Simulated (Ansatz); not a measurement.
Molecular dynamics of CH5Al2N (part 3 of 3)

CH5Al2N; RKS B3LYP/def2-SVP (Ansatz 0.2.0). It belongs to a series of runs on one base structure; here: dynamics from the highest image of the converged band.

Geometry of the input (Å):
```
Al -0.2479  1.3776  -1.3439
N  -0.1224  0.1541  -0.0510
C  0.2687  -1.1900  0.0243
Al -0.2838  -0.6361  1.6700
H  0.2302  0.9961  -2.8088
H  -0.9282  2.7586  -0.9733
H  0.8097  -1.7115  -0.7781
H  1.3397  -1.1422  1.1777
H  -0.9776  -0.6529  3.0660
```

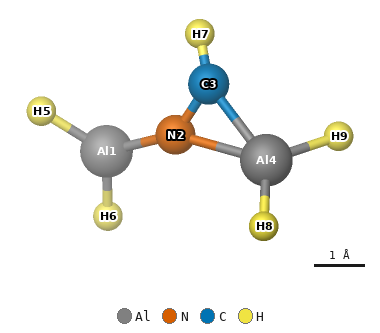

Fig. 1: The geometry at step 109 of the log (ball-and-stick view, seen at a tilt; atoms are numbered from 1 in the order of the input).

## Trajectory as extended XYZ, continued
```
9
Properties=species:S:1:pos:R:3:forces:R:3 step=18 time_fs=9.0 energy=-15794.67459 temperature=125.4
Al   -0.2557    1.3866   -1.3387    0.3249  -0.2091  -0.1839
N    -0.1119    0.1379   -0.0612   -0.0388  -0.5806   0.0434
C     0.2583   -1.2036    0.0037   -1.5469   1.3052   0.3853
Al   -0.2785   -0.6324    1.6727    0.7799  -0.2292   0.1459
H     0.3780    0.9414   -2.7292   -0.1265   0.1598  -0.0494
H    -0.9787    2.7574   -1.0185   -0.0108  -0.0588   0.0030
H     0.7535   -1.7059   -0.8009    0.6805  -0.4712  -0.8131
H     1.3579   -1.1009    1.3487    0.1402   0.1155   0.5295
H    -0.9904   -0.5955    3.0605   -0.2027  -0.0316  -0.0608
9
Properties=species:S:1:pos:R:3:forces:R:3 step=27 time_fs=13.5 energy=-15794.92513 temperature=402.5
Al   -0.2566    1.3889   -1.3378    0.3805  -0.0714  -0.3029
N    -0.1073    0.1196   -0.0654   -0.1826  -0.3580  -0.1609
C     0.2296   -1.1920   -0.0123   -0.3916  -0.1324  -1.9526
Al   -0.2694   -0.6325    1.6763    1.5656  -0.4869   0.8603
H     0.4235    0.9513   -2.7061   -0.1429   0.1648  -0.0690
H    -1.0118    2.7525   -1.0379    0.0285  -0.1599   0.0225
H     0.7972   -1.7225   -0.8547   -0.5986   0.6457   0.7616
H     1.4069   -1.0555    1.5559   -0.2420   0.3932   0.9259
H    -1.0393   -0.5748    3.0299   -0.4170   0.0049  -0.0849
9
Properties=species:S:1:pos:R:3:forces:R:3 step=36 time_fs=18.0 energy=-15795.51446 temperature=1053.1
Al   -0.2547    1.3907   -1.3389    0.4119  -0.0217  -0.3817
N    -0.1054    0.0972   -0.0716   -0.5017   0.5990  -0.2029
C     0.1918   -1.1800   -0.0531   -0.7263  -0.1417  -0.1432
Al   -0.2492   -0.6360    1.6861    1.8051  -0.6171   1.6797
H     0.4429    0.9919   -2.6978   -0.0716   0.0999  -0.1604
H    -1.0415    2.7212   -1.0519   -0.0498  -0.0137   0.0966
H     0.7670   -1.6578   -0.8289    0.2170  -0.4339  -1.0729
H     1.4079   -0.9363    1.9310   -0.6644   0.5222   0.6357
H    -1.1654   -0.5538    2.9767   -0.4202   0.0071  -0.4510
9
Properties=species:S:1:pos:R:3:forces:R:3 step=45 time_fs=22.5 energy=-15796.09775 temperature=1697.2
Al   -0.2499    1.3923   -1.3429    0.2810   0.1096  -0.5029
N    -0.1104    0.0834   -0.0803   -0.6509   1.5114   0.0633
C     0.1465   -1.1737   -0.1011    1.0184  -1.6459  -0.4779
Al   -0.2167   -0.6437    1.7078    0.9839  -0.3625   1.9161
H     0.4480    1.0522   -2.7178   -0.0171   0.0450  -0.0899
H    -1.0797    2.6861   -1.0480   -0.0634   0.0752   0.1273
H     0.7337   -1.6376   -0.9427   -0.7702   0.0551  -0.0192
H     1.2886   -0.7222    2.4186   -0.6302   0.2953  -0.2619
H    -1.3685   -0.5330    2.8373   -0.1515  -0.0834  -0.7549
9
Properties=species:S:1:pos:R:3:forces:R:3 step=55 time_fs=27.5 energy=-15796.32777 temperature=1951.2
Al   -0.2425    1.3953   -1.3516   -0.1248   0.4511  -0.5573
N    -0.1252    0.0885   -0.0886   -0.0112  -0.1451   0.4297
C     0.1118   -1.1916   -0.1603    0.8669   0.0819   0.5163
Al   -0.1728   -0.6550    1.7472   -0.3434   0.1734   1.0039
H     0.4491    1.1295   -2.7568    0.0021   0.0065   0.0933
H    -1.1318    2.6590   -1.0174    0.1107  -0.0460   0.0341
H     0.5536   -1.6223   -1.0969   -0.5893  -0.1027   0.1443
H     1.0191   -0.4232    2.8988   -0.2994  -0.1425  -1.0142
H    -1.6210   -0.5318    2.5177    0.3886  -0.2768  -0.6502
9
Properties=species:S:1:pos:R:3:forces:R:3 step=64 time_fs=32.0 energy=-15796.07330 temperature=1670.2
Al   -0.2366    1.4012   -1.3635   -0.4505   0.4008  -0.2358
N    -0.1390    0.0924   -0.0905    0.7650  -1.4364   0.2645
C     0.0954   -1.2079   -0.2050    0.1024   1.6638   1.3861
Al   -0.1356   -0.6641    1.7903   -1.5913   0.5101  -0.3946
H     0.4513    1.2004   -2.7769    0.0715  -0.0421   0.0914
H    -1.1594    2.6295   -0.9819    0.1624   0.0169  -0.0389
H     0.2686   -1.6286   -1.2149   -0.0403  -0.2912   0.0478
H     0.7153   -0.1787    3.1374    0.1500  -0.4406  -1.0876
H    -1.7731   -0.5848    2.1039    0.8308  -0.3813  -0.0329
9
Properties=species:S:1:pos:R:3:forces:R:3 step=73 time_fs=36.5 energy=-15795.50519 temperature=1042.8
Al   -0.2339    1.4097   -1.3769   -0.5333  -0.0408   0.3004
N    -0.1426    0.0791   -0.0893    1.1002  -0.4102  -0.4299
C     0.0808   -1.2011   -0.2305   -0.2051   0.4385   0.3155
Al   -0.1097   -0.6700    1.8304   -2.4193   0.2044  -2.0371
H     0.4673    1.2634   -2.7808    0.1319  -0.0785   0.0122
H    -1.1582    2.6056   -0.9525    0.0689   0.2136  -0.0355
H    -0.0183   -1.6754   -1.2928    0.4923   0.3309   1.3838
H     0.4424   -0.0128    3.1781    0.6818  -0.3279  -0.3996
H    -1.7739   -0.7091    1.6889    0.6827  -0.3301   0.8903
9
Properties=species:S:1:pos:R:3:forces:R:3 step=82 time_fs=41.0 energy=-15794.97097 temperature=453.0
Al   -0.2349    1.4180   -1.3882   -0.4963  -0.2564   0.6352
N    -0.1315    0.0619   -0.0941    0.8669   1.9737  -1.0532
C     0.0644   -1.1869   -0.2457    0.3919  -0.5743   2.4705
Al   -0.1006   -0.6745    1.8561   -2.0814  -0.3916  -3.0376
H     0.5070    1.3118   -2.7798    0.0856  -0.0763   0.0639
H    -1.1415    2.6192   -0.9306    0.0798   0.1901  -0.0596
H    -0.2213   -1.6871   -1.1688    0.4557  -0.5866  -0.7751
H     0.2958    0.0937    3.1416    0.8641  -0.0343   0.2344
H    -1.6546   -0.8967    1.4420   -0.1663  -0.2444   1.5215
9
Properties=species:S:1:pos:R:3:forces:R:3 step=91 time_fs=45.5 energy=-15795.03996 temperature=529.0
Al   -0.2395    1.4247   -1.3952   -0.3387  -0.0238   0.6021
N    -0.1087    0.0695   -0.1129    0.3638   2.1402  -1.1158
C     0.0529   -1.1829   -0.2268    0.2499  -1.5854   1.6003
Al   -0.1061   -0.6813    1.8609   -1.0170  -0.1696  -2.4667
H     0.5622    1.3453   -2.7658   -0.0255  -0.0769   0.1439
H    -1.1085    2.6665   -0.9207    0.1350  -0.0152  -0.1118
H    -0.3251   -1.7723   -1.1187    0.7874   0.2425   0.2150
H     0.3084    0.1818    3.1296    0.5724  -0.3224  -0.2249
H    -1.5637   -1.1330    1.4758   -0.7273  -0.1893   1.3579
9
Properties=species:S:1:pos:R:3:forces:R:3 step=100 time_fs=50.0 energy=-15795.61451 temperature=1163.1
Al   -0.2464    1.4314   -1.3981   -0.0083   0.3647   0.2437
N    -0.0806    0.1029   -0.1461   -0.0610  -0.8157  -0.2795
C     0.0459   -1.1991   -0.1796    0.1554   0.6373   1.5005
Al   -0.1197   -0.6896    1.8476   -1.0751  -0.2841  -1.9398
H     0.6139    1.3639   -2.7277   -0.0570  -0.0723   0.0177
H    -1.0528    2.7136   -0.9312   -0.0032  -0.0686  -0.0837
H    -0.2903   -1.8300   -1.0575    0.5931   0.3876   0.2507
H     0.4322    0.2101    3.0777    0.2795  -0.5021  -0.5541
H    -1.5865   -1.3971    1.7689    0.1766   0.3533   0.8446
9
Properties=species:S:1:pos:R:3:forces:R:3 step=109 time_fs=54.5 energy=-15795.94387 temperature=1527.3
Al   -0.2533    1.4406   -1.3992    0.4072   0.5767  -0.2144
N    -0.0534    0.1266   -0.1829   -0.4548  -2.5922   0.8350
C     0.0422   -1.2048   -0.1071    0.3802   2.5571   1.2139
Al   -0.1412   -0.7004    1.8207   -1.4058  -0.9644  -0.7851
H     0.6553    1.3691   -2.6869   -0.0479  -0.0375  -0.1510
H    -0.9992    2.7496   -0.9567   -0.2294  -0.0058   0.0083
H    -0.1480   -1.8369   -0.9748    0.1170  -0.3453  -0.5473
H     0.6148    0.1500    2.9286    0.2452  -0.1731  -0.2989
H    -1.5783   -1.5912    2.2180    0.9883   0.9845  -0.0605
9
Properties=species:S:1:pos:R:3:forces:R:3 step=118 time_fs=59.0 energy=-15795.99974 temperature=1589.1
Al   -0.2573    1.4538   -1.4017    0.7773   0.4173  -0.3167
N    -0.0327    0.1178   -0.2090   -0.9510  -1.2377   1.1678
C     0.0444   -1.1762   -0.0213    0.4848   0.0218  -2.4778
Al   -0.1724   -0.7175    1.7891   -0.7395  -0.6913   1.7317
H     0.6857    1.3675   -2.6717   -0.1274   0.0299  -0.1188
H    -0.9872    2.7812   -0.9816   -0.2888  -0.1168   0.0412
H     0.0240   -1.8711   -0.9404    0.0202   0.5226   1.0026
H     0.8443    0.0545    2.7189    0.1374   0.0620  -0.1765
H    -1.3971   -1.6050    2.6573    0.6871   0.9922  -0.8535
9
Properties=species:S:1:pos:R:3:forces:R:3 step=127 time_fs=63.5 energy=-15795.72753 temperature=1288.3
Al   -0.2558    1.4698   -1.4062    0.9274  -0.0283  -0.0458
N    -0.0253    0.0941   -0.2202   -1.4871   1.8368   0.4284
C     0.0547   -1.1459    0.0308    0.7135  -1.7668  -2.1115
Al   -0.2080   -0.7389    1.7696    1.1092   0.6303   3.5522
H     0.6921    1.3720   -2.6791   -0.1707   0.1135  -0.0536
H    -1.0288    2.7892   -0.9996   -0.2081  -0.2752   0.0202
H     0.2001   -1.8477   -0.7777   -0.0408  -0.8280  -0.8000
H     1.0913   -0.0353    2.4706   -0.4225  -0.0521  -0.2707
H    -1.0961   -1.4371    2.9460   -0.4209   0.3698  -0.7191
9
Properties=species:S:1:pos:R:3:forces:R:3 step=136 time_fs=68.0 energy=-15795.37317 temperature=897.1
Al   -0.2478    1.4857   -1.4111    0.7421  -0.3745   0.1644
N    -0.0379    0.0915   -0.2250   -1.4829   1.4476   0.0239
C     0.0763   -1.1440    0.0452    0.6844  -2.5345  -2.8907
Al   -0.2360   -0.7561    1.7740    2.4580   1.4132   2.7042
H     0.6676    1.3975   -2.6989   -0.0840   0.1400  -0.0929
H    -1.1109    2.7479   -1.0132   -0.1316  -0.2127   0.0198
H     0.3652   -1.9270   -0.7079   -0.2977   0.3575  -0.1230
H     1.2624   -0.1336    2.1782   -0.6747  -0.1009   0.0947
H    -0.8724   -1.1962    3.1106   -1.2137  -0.1356   0.0995
9
Properties=species:S:1:pos:R:3:forces:R:3 step=145 time_fs=72.5 energy=-15795.30260 temperature=818.6
Al   -0.2345    1.4989   -1.4149    0.3187  -0.5180   0.1635
N    -0.0705    0.1059   -0.2284   -0.8170  -1.5822   0.3370
C     0.1074   -1.1767    0.0165   -0.3359   0.4701  -1.6368
Al   -0.2472   -0.7639    1.7978    2.2334   1.0040   1.3259
H     0.6273    1.4496   -2.7357    0.0322   0.1265  -0.0746
H    -1.2183    2.6669   -1.0230   -0.0320  -0.0594   0.0145
H     0.4787   -1.9651   -0.6905   -0.2946   0.6040  -0.2991
H     1.3123   -0.2496    1.9093   -0.3374  -0.0305   0.7659
H    -0.8611   -0.9692    3.2631   -0.7674  -0.0146  -0.5962
9
Properties=species:S:1:pos:R:3:forces:R:3 step=155 time_fs=77.5 energy=-15795.27971 temperature=793.8
Al   -0.2173    1.5093   -1.4179   -0.2238  -0.6276   0.1485
N    -0.1196    0.0982   -0.2273   -0.0622  -2.3693   0.3080
C     0.1336   -1.2029   -0.0427   -1.4553   2.2708   0.2392
Al   -0.2413   -0.7641    1.8350    1.3902   0.5618  -0.2372
H     0.5887    1.5352   -2.7882    0.0798   0.0704   0.1532
H    -1.3412    2.5617   -1.0316    0.1856  -0.0008  -0.0252
H     0.5582   -1.9099   -0.7670   -0.0387   0.0731  -0.6524
H     1.3020   -0.3817    1.7839    0.3095   0.1655   1.2024
H    -1.0176   -0.7269    3.2972   -0.1851  -0.1439  -1.1365
9
Properties=species:S:1:pos:R:3:forces:R:3 step=164 time_fs=82.0 energy=-15795.57391 temperature=1118.7
Al   -0.2034    1.5138   -1.4192   -0.6437  -0.8551   0.3148
N    -0.1656    0.0601   -0.2219    0.1158   0.0415   0.0598
C     0.1353   -1.1933   -0.0956   -0.5545  -0.2377  -0.2076
Al   -0.2246   -0.7597    1.8671    1.3713   0.3795  -1.6084
H     0.5711    1.6266   -2.8076    0.1776  -0.0123   0.2663
H    -1.4175    2.4675   -1.0433    0.2656   0.1011  -0.0118
H     0.6057   -1.8291   -0.9405   -0.6649   0.6483   0.7458
H     1.3383   -0.4709    1.9060    0.1191   0.1908   1.0407
H    -1.2086   -0.5366    3.1144   -0.1863  -0.2561  -0.5996
9
Properties=species:S:1:pos:R:3:forces:R:3 step=173 time_fs=86.5 energy=-15795.77001 temperature=1335.5
Al   -0.1939    1.5121   -1.4183   -0.8953  -1.0490   0.5363
N    -0.2106    0.0235   -0.2153   -0.1089   3.0299   0.1072
C     0.1267   -1.1855   -0.1480   -0.4016  -1.3137   1.7257
Al   -0.1979   -0.7526    1.8880    1.4523   0.2835  -2.1786
H     0.5890    1.7160   -2.7790    0.3322  -0.0749   0.1828
H    -1.4461    2.3946   -1.0566    0.1252   0.2893   0.0376
H     0.5539   -1.6637   -1.0231    0.2111  -0.9243  -0.6148
H     1.3875   -0.5255    2.2226   -0.6508   0.0705   0.4437
H    -1.4348   -0.3942    2.8117   -0.0643  -0.3113  -0.2399
9
Properties=species:S:1:pos:R:3:forces:R:3 step=182 time_fs=91.0 energy=-15795.82344 temperature=1394.2
Al   -0.1909    1.5031   -1.4136   -1.0014  -0.8208   0.5727
N    -0.2557    0.0237   -0.2071    0.6731   1.7734   0.1694
C     0.1130   -1.1971   -0.1786    0.1689  -0.5374   0.5174
Al   -0.1616   -0.7432    1.8937    0.1603   0.4025  -1.8616
H     0.6685    1.7902   -2.7128    0.3175  -0.1720   0.2077
H    -1.4491    2.3754   -1.0643    0.0627   0.3367  -0.0035
H     0.5073   -1.6284   -1.1555   -0.3199  -0.4221   0.8078
H     1.3200   -0.5656    2.6236   -0.8978  -0.0062  -0.2514
H    -1.6576   -0.3164    2.4570    0.8366  -0.5542  -0.1584
9
Properties=species:S:1:pos:R:3:forces:R:3 step=191 time_fs=95.5 energy=-15795.76066 temperature=1324.9
Al   -0.1951    1.4883   -1.4048   -0.9147  -0.2243   0.4357
N    -0.2911    0.0469   -0.1972    1.8214  -1.0184  -0.2371
C     0.0998   -1.2149   -0.1970   -0.4314   1.8319   1.1951
Al   -0.1241   -0.7312    1.8856   -1.0342   0.1980  -1.9544
H     0.8059    1.8310   -2.6047    0.0945  -0.2730   0.3213
H    -1.4366    2.4176   -1.0740    0.1756   0.1646  -0.1242
H     0.4157   -1.6851   -1.1720   -0.2380  -0.1540   0.5791
H     1.0904   -0.6052    2.9812   -0.4344   0.0179  -0.6332
H    -1.7322   -0.3413    2.0810    0.9613  -0.5427   0.4177
9
Properties=species:S:1:pos:R:3:forces:R:3 step=200 time_fs=100.0 energy=-15795.62130 temperature=1170.9
Al   -0.2056    1.4719   -1.3929   -0.5624   0.2524   0.3574
N    -0.3022    0.0588   -0.1909    1.9996  -1.3890  -0.8863
C     0.0804   -1.2052   -0.1942   -0.4174   2.0666   2.3833
Al   -0.0933   -0.7179    1.8635   -1.0006  -0.3520  -1.8409
H     0.9623    1.8203   -2.4374   -0.0945  -0.2908   0.2631
H    -1.3928    2.4918   -1.1064    0.1446  -0.0096  -0.1671
H     0.2824   -1.7845   -1.1015   -0.0057  -0.1542  -0.3934
H     0.7791   -0.6404    3.2221    0.1980   0.1012  -0.6606
H    -1.6436   -0.4661    1.7850   -0.2617  -0.2246   0.9444
```
